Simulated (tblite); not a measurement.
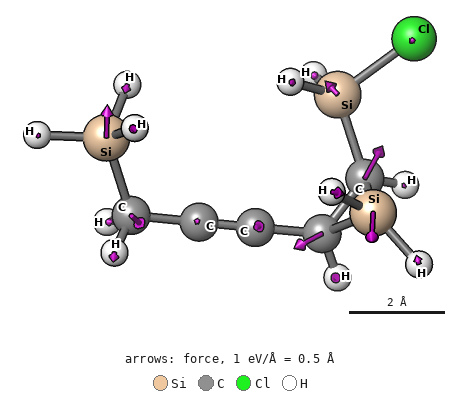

Starting geometry of C5H11ClSi3 with the computed forces as purple arrows. A ball-and-stick model, seen face on.

Level of theory: tblite, GFN2-xTB geometry optimisation, gas phase. 

**Is this structure relaxed? If not, where do the atoms go?**

It isn't relaxed: the largest force vector, on a Si atom, is 2.51 eV/Å. The final displacements have little in common with the starting forces (cosine between the two patterns 0.15). An H atom moves most after the best rigid fit: 0.59 Å. By element the largest moves are H 0.59 Å, Cl 0.57 Å, Si 0.34 Å, C 0.18 Å. Some distances before and after: C–Si 1.823 → 1.894 Å, C–C 1.486 → 1.551 Å, C–Si 1.863 → 1.911 Å, H–Si 1.486 → 1.450 Å. Bond angles that change, for instance: Si–C–Si 113.4° → 123.9°, C–Si–H 107.8° → 117.2°, C–Si–H 109.2° → 117.8°. The energy falls by 0.458 eV in 111 geometry steps.
